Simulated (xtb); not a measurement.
## Frequency calculation, with input and output: CH5ClInN

CH5ClInN, SMILES C[NH][InH][Cl], computed with GFN1-xTB (xtb 6.7.1).

The geometry was optimised with GFN1-xTB.

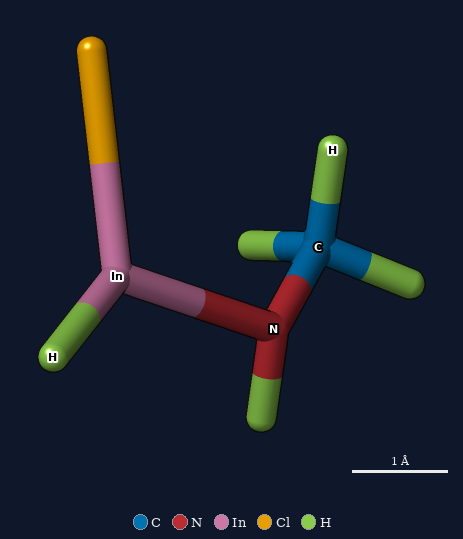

Figure 1. The input geometry (stick view, seen at a tilt). Sticks mark near contacts.

### The input (geom.xyz)
```
9
start
C      0.67909     0.58046    -1.00347
N      0.68314     0.19540     0.41406
In    -0.94487    -0.82657     1.25474
Cl    -2.91624    -0.38584     0.00116
H      0.77451    -0.28151    -1.67641
H     -0.23866     1.11678    -1.24920
H      1.52682     1.24863    -1.17968
H      1.55627    -0.30976     0.56930
H     -1.12006    -1.33759     2.86950
```

Launch command:
```bash
xtb geom.xyz --gfn 1 --hess | tee run.log
```

### Log
```
* xtb version 6.7.1
   ID    Z sym.   atoms
    1    6 C      1
    2    7 N      2
    3   49 In     3
    4   17 Cl     4
    5    1 H      5-9

           -------------------------------------------------
          |                Calculation Setup                |
           -------------------------------------------------

          program call               : xtb geom.xyz --gfn 1 --hess
          coordinate file            : geom.xyz
          omp threads                :                     1

           -------------------------------------------------
          |                 G F N 1 - x T B                 |
           -------------------------------------------------

      * Hamiltonian:
        H0-scaling (s, p, d)           1.850000    2.250000    2.000000
        zeta-weighting                 0.000000
      * Dispersion:
        s8                             2.400000
        a1                             0.630000
        a2                             5.000000
        s9                             0.000000
      * Repulsion:
        kExp                           1.500000
        rExp                           1.000000
      * Coulomb:
        alpha                          2.000000
        third order                    atomic
        anisotropic                    false
      * Halogen bond correction:
        rad-scale                      1.300000
        damping                        0.440000

          ...................................................
          :                      SETUP                      :
          :.................................................:
          :  # basis functions                  38          :
          :  # atomic orbitals                  36          :
          :  # shells                           20          :
          :  # electrons                        24          :
          :  # halogen bonds                     1          :
          :  max. iterations                   250          :
          :  Hamiltonian                  GFN1-xTB          :
          :  restarted?                      false          :
          :  GBSA solvation                  false          :
          :  PC potential                    false          :
          :  electronic temp.          300.0000000     K    :
          :  accuracy                    1.0000000          :
          :  -> integral cutoff          0.2500000E+02      :
          :  -> integral neglect         0.1000000E-07      :
          :  -> SCF convergence          0.1000000E-05 Eh   :
          :  -> wf. convergence          0.2000000E-04 e    :
          :  Broyden damping             0.4000000          :
          :  net charge                          0          :
          :  unpaired electrons                  0          :
          ...................................................

 iter      E             dE          RMSdq      gap      omega  full diag
   1    -13.8600676 -0.138601E+02  0.563E+00    3.15       0.0  T
   2    -13.8804160 -0.203484E-01  0.372E+00    3.90       1.0  T
   3    -13.8756336  0.478238E-02  0.101E+00    3.26       1.0  T
   4    -13.8833193 -0.768567E-02  0.160E-01    3.62       1.0  T
   5    -13.8833973 -0.779893E-04  0.145E-02    3.61       2.3  T
   6    -13.8833987 -0.145453E-05  0.902E-03    3.61       3.7  T
   7    -13.8833990 -0.299850E-06  0.210E-03    3.61      15.9  T
   8    -13.8833990 -0.218737E-07  0.616E-04    3.61      54.1  T
   9    -13.8833990 -0.180153E-08  0.776E-05    3.61     429.4  T
  10    -13.8833990 -0.452971E-11  0.112E-05    3.61    2965.0  T

   *** convergence criteria satisfied after 10 iterations ***

         #    Occupation            Energy/Eh            Energy/eV
      -------------------------------------------------------------
         1        2.0000           -0.8697955             -23.6683
       ...           ...                  ...                  ...
         6        2.0000           -0.5156533             -14.0316
         7        2.0000           -0.4884784             -13.2922
         8        2.0000           -0.4588902             -12.4870
         9        2.0000           -0.4479290             -12.1888
        10        2.0000           -0.4460579             -12.1379
        11        2.0000           -0.4334237             -11.7941
        12        2.0000           -0.3753580             -10.2140 (HOMO)
        13                         -0.2426964              -6.6041 (LUMO)
        14                         -0.1490741              -4.0565
        15                         -0.1428738              -3.8878
        16                         -0.1367895              -3.7222
        17                         -0.1237021              -3.3661
       ...                                ...                  ...
        36                          0.7142387              19.4354
      -------------------------------------------------------------
                  HL-Gap            0.1326616 Eh            3.6099 eV
             Fermi-level           -0.3090272 Eh           -8.4091 eV

 SCC (total)                   0 d,  0 h,  0 min,  0.004 sec
 SCC setup                      ...        0 min,  0.000 sec (  1.229%)
 Dispersion                     ...        0 min,  0.000 sec (  0.655%)
 classical contributions        ...        0 min,  0.000 sec (  0.392%)
 integral evaluation            ...        0 min,  0.001 sec ( 24.296%)
 iterations                     ...        0 min,  0.001 sec ( 31.473%)
 molecular gradient             ...        0 min,  0.002 sec ( 40.384%)
 printout                       ...        0 min,  0.000 sec (  1.388%)

         :::::::::::::::::::::::::::::::::::::::::::::::::::::
         ::                     SUMMARY                     ::
         :::::::::::::::::::::::::::::::::::::::::::::::::::::
         :: total energy             -13.798474120882 Eh    ::
         :: gradient norm              0.000040686032 Eh/a0 ::
         :: HOMO-LUMO gap              3.609906976926 eV    ::
         ::.................................................::
         :: SCC energy               -13.883399044973 Eh    ::
         :: -> electrostatic           0.026806036762 Eh    ::
         :: repulsion energy           0.087708016843 Eh    ::
         :: dispersion energy         -0.002783092752 Eh    ::
         :: halogen bond corr.         0.000000000000 Eh    ::
         :: add. restraining           0.000000000000 Eh    ::
         :: total charge               0.000000000000 e     ::
         :::::::::::::::::::::::::::::::::::::::::::::::::::::

           -------------------------------------------------
          |                Numerical Hessian                |
           -------------------------------------------------
step length          :   0.00500
SCC accuracy         :   0.30000
Hessian scale factor :   1.00000
frozen atoms in %    :   0.00000    0
RMS gradient         :   0.00004
estimated CPU  time      0.00 min

writing file <hessian>.

 projected vibrational frequencies (cm⁻¹)
eigval :       -0.00    -0.00    -0.00     0.00     0.00     0.00
eigval :       63.87    80.47   172.79   225.60   263.41   309.25
eigval :      398.85   453.72   625.86  1034.96  1062.28  1117.75
eigval :     1332.82  1397.69  1471.46  1479.62  1700.15  2955.54
eigval :     3011.50  3052.52  3354.57
           -------------------------------------------------
          |                Property Printout                |
           -------------------------------------------------

    * Orbital Energies and Occupations

         #    Occupation            Energy/Eh            Energy/eV
      -------------------------------------------------------------
         1        2.0000           -0.8697954             -23.6683
         2        2.0000           -0.7309713             -19.8907
         3        2.0000           -0.6495008             -17.6738
         4        2.0000           -0.6044226             -16.4472
         5        2.0000           -0.5293322             -14.4039
         6        2.0000           -0.5156534             -14.0316
         7        2.0000           -0.4884786             -13.2922
         8        2.0000           -0.4588901             -12.4870
         9        2.0000           -0.4479290             -12.1888
        10        2.0000           -0.4460578             -12.1379
        11        2.0000           -0.4334238             -11.7941
        12        2.0000           -0.3753581             -10.2140 (HOMO)
        13                         -0.2426964              -6.6041 (LUMO)
        14                         -0.1490741              -4.0565
        15                         -0.1428739              -3.8878
        16                         -0.1367896              -3.7222
        17                         -0.1237021              -3.3661
        18                         -0.1183155              -3.2195
        19                         -0.0891421              -2.4257
        20                         -0.0752013              -2.0463
        21                         -0.0494503              -1.3456
        22                         -0.0299025              -0.8137
        23                         -0.0186727              -0.5081
       ...                                ...                  ...
        36                          0.7142387              19.4354
      -------------------------------------------------------------
                  HL-Gap            0.1326617 Eh            3.6099 eV
             Fermi-level           -0.3090273 Eh           -8.4091 eV

  Mulliken/CM5 charges         n(s)   n(p)   n(d)
     1C     0.06699 -0.02624   0.986  2.947  0.000
     2N    -0.45909 -0.80599   1.479  3.980  0.000
     3In    0.49030  0.52536   1.525  0.863  0.122
     4Cl   -0.31316 -0.32255   1.910  5.406 -0.002
     5H     0.00552  0.06412   0.994  0.000  0.000
     6H     0.02591  0.08691   0.974  0.000  0.000
     7H     0.00994  0.07017   0.990  0.000  0.000
     8H     0.18589  0.37408   0.814  0.000  0.000
     9H    -0.01230  0.03413   1.012  0.000  0.000

Wiberg/Mayer (AO) data.
largest (>0.10) Wiberg bond orders for each atom

 ---------------------------------------------------------------------------
     #   Z sym  total        # sym  WBO       # sym  WBO       # sym  WBO
 ---------------------------------------------------------------------------
     1   6 C    3.982 --     2 N    0.996     7 H    0.988     6 H    0.987
                             5 H    0.985
     2   7 N    3.091 --     1 C    0.996     8 H    0.948     3 In   0.804
                             9 H    0.193     4 Cl   0.123
     3  49 In   2.370 --     4 Cl   0.860     2 N    0.804     9 H    0.678
     4  17 Cl   1.114 --     3 In   0.860     2 N    0.123     9 H    0.121
     5   1 H    1.008 --     1 C    0.985
     6   1 H    1.010 --     1 C    0.987
     7   1 H    1.011 --     1 C    0.988
     8   1 H    0.976 --     2 N    0.948
     9   1 H    1.006 --     3 In   0.678     2 N    0.193     4 Cl   0.121
 ---------------------------------------------------------------------------

Topologies differ in total number of bonds
Writing topology from bond orders to xtbtopo.mol

 dipole moment from electron density (au)
     X       Y       Z
   1.5300  -1.0190   0.6605  total (Debye):    4.965

           -------------------------------------------------
          |               Frequency Printout                |
           -------------------------------------------------
 projected vibrational frequencies (cm⁻¹)
eigval :       -0.00    -0.00    -0.00     0.00     0.00     0.00
eigval :       63.87    80.47   172.79   225.60   263.41   309.25
eigval :      398.85   453.72   625.86  1034.96  1062.28  1117.75
eigval :     1332.82  1397.69  1471.46  1479.62  1700.15  2955.54
eigval :     3011.50  3052.52  3354.57
 reduced masses (amu)
   1: 15.21   2: 45.05   3: 86.62   4: 73.25   5: 38.49   6: 85.79   7: 24.91   8: 20.79
   9:  4.30  10: 21.76  11:  9.41  12: 49.82  13: 16.17  14: 12.93  15:  2.83  16:  3.97
Molecule has no symmetry elements
It seems to be the C1 point group
  17:  9.99  18:  4.10  19:  3.61  20:  2.74  21:  1.53  22:  1.48  23:  2.21  24:  1.60
  25:  1.69  26:  1.92  27:  1.84
 IR intensities (km·mol⁻¹)
   1:  0.17   2:  4.03   3:  1.07   4:  0.61   5:  1.82   6:  1.81   7:  4.17   8:  9.16
   9:  2.81  10:  8.80  11: 43.50  12: 73.23  13:  5.25  14:229.32  15:132.76  16: 11.91
  17: 20.80  18: 20.84  19: 12.99  20:  5.22  21:  8.37  22:  5.25  23:******  24: 68.03
  25: 68.03  26: 24.45  27:  6.81
 Raman intensities (Ä⁴*amu⁻¹)
   1:  0.00   2:  0.00   3:  0.00   4:  0.00   5:  0.00   6:  0.00   7:  0.00   8:  0.00
   9:  0.00  10:  0.00  11:  0.00  12:  0.00  13:  0.00  14:  0.00  15:  0.00  16:  0.00
  17:  0.00  18:  0.00  19:  0.00  20:  0.00  21:  0.00  22:  0.00  23:  0.00  24:  0.00
  25:  0.00  26:  0.00  27:  0.00
 output can be read by thermo (or use thermo option).
 writing <g98.out> molden fake output.
 recommended (thermochemical) frequency scaling factor: 1.0
           -------------------------------------------------
          |             Thermodynamic Functions             |
           -------------------------------------------------

c1  symmetry found (for desy threshold:  0.10E+00) used in thermo

          ...................................................
          :                      SETUP                      :
          :.................................................:
          :  # frequencies                          21      :
          :  # imaginary freq.                       0      :
          :  linear?                             false      :
          :  only rotor calc.                    false      :
          :  symmetry                               c1      :
          :  rotational number                       1      :
          :  scaling factor                  1.0000000      :
          :  rotor cutoff                   50.0000000 cm⁻¹ :
          :  imag. cutoff                  -20.0000000 cm⁻¹ :
          :.................................................:

    mode    ω/cm⁻¹     T·S(HO)/kcal·mol⁻¹    T·S(FR)/kcal·mol⁻¹   T·S(vib)
   ------------------------------------------------------------------------
       1     63.87    -1.29215 ( 72.70%)    -0.98370 ( 27.30%)    -1.20793
       2     80.47    -1.15663 ( 87.03%)    -0.91532 ( 12.97%)    -1.12533
       3    172.79    -0.71702 ( 99.30%)    -0.68907 (  0.70%)    -0.71683
       4    225.60    -0.57058 ( 99.76%)    -0.61011 (  0.24%)    -0.57067
       5    263.41    -0.48868 ( 99.87%)    -0.56421 (  0.13%)    -0.48877
   ------------------------------------------------------------------------

   temp. (K)  partition function   enthalpy   heat capacity  entropy
                                   cal/mol     cal/K/mol   cal/K/mol   J/K/mol
 298.15  VIB   79.3                 2769.810     15.768     17.594
         ROT  0.260E+06              888.752      2.981     27.757
         INT  0.206E+08             3658.562     18.749     45.351
         TR   0.236E+28             1481.254      4.968     41.473
         TOT                        5139.8162    23.7172    86.8244   363.2735

       T/K    H(0)-H(T)+PV         H(T)/Eh          T*S/Eh         G(T)/Eh
   ------------------------------------------------------------------------
    298.15    0.819082E-02    0.664314E-01    0.412531E-01    0.251783E-01
   ------------------------------------------------------------------------

         :::::::::::::::::::::::::::::::::::::::::::::::::::::
         ::                  THERMODYNAMIC                  ::
         :::::::::::::::::::::::::::::::::::::::::::::::::::::
         :: total free energy         -13.773295791955 Eh   ::
         ::.................................................::
         :: total energy              -13.798474120883 Eh   ::
         :: zero point energy           0.058240608216 Eh   ::
         :: G(RRHO) w/o ZPVE           -0.033062279289 Eh   ::
         :: G(RRHO) contrib.            0.025178328928 Eh   ::
         :::::::::::::::::::::::::::::::::::::::::::::::::::::

           -------------------------------------------------
          | TOTAL ENERGY              -13.798474120883 Eh   |
          | TOTAL ENTHALPY            -13.732042694114 Eh   |
          | TOTAL FREE ENERGY         -13.773295791955 Eh   |
          | GRADIENT NORM               0.000040649428 Eh/α |
          | HOMO-LUMO GAP               3.609909616321 eV   |
           -------------------------------------------------

------------------------------------------------------------------------
------------------------------------------------------------------------
 total:
 *  cpu-time:     0 d,  0 h,  0 min,  0.193 sec
 * ratio c/w:     1.000 speedup
 SCF:
 *  cpu-time:     0 d,  0 h,  0 min,  0.004 sec
 * ratio c/w:     1.000 speedup
 analytical hessian:
 *  cpu-time:     0 d,  0 h,  0 min,  0.185 sec
 * ratio c/w:     1.000 speedup
```

### Standard error
```
normal termination of xtb
```

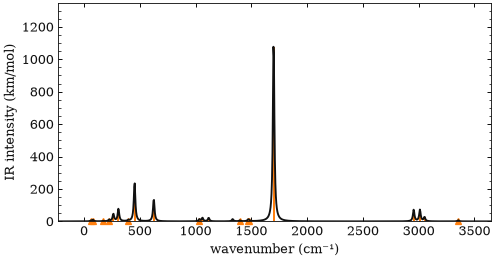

Figure 2. Harmonic infrared spectrum, unscaled: sticks (degenerate modes added up, dark ones marked on the axis) with a Lorentzian envelope of 16 cm⁻¹ full width, scaled to the tallest stick. 21 modes from 64 to 3355 cm⁻¹, none imaginary. The strongest line is at 1700 cm⁻¹ (1077 km/mol).

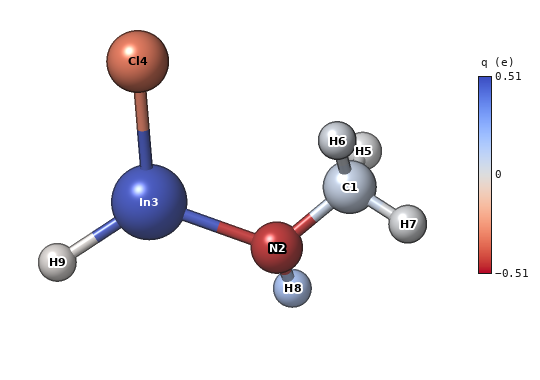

Figure 3. Mulliken charges, as the colour of each atom (ball-and-stick view, seen at a tilt; atoms are numbered from 1 in the order of the input). By element: C +0.07, N −0.46, In +0.49, Cl −0.31 and H −0.01 to +0.19 e.

### Summary

- outcome: converged
- electrons treated: 24
- total energy: −13.798474 hartree
- dispersion energy: −0.002783 hartree
- basis functions: 38
- HOMO: −10.21 eV
- LUMO: −6.60 eV
- zero-point energy: 0.058241 hartree
- dipole moment: 4.97 D
- wavenumbers, lowest and highest: 64 and 3355 cm⁻¹
- hardware: 1 thread of AMD EPYC (Zen 5), 16 GiB of memory available, shared host
- peak memory: 0.072 GiB
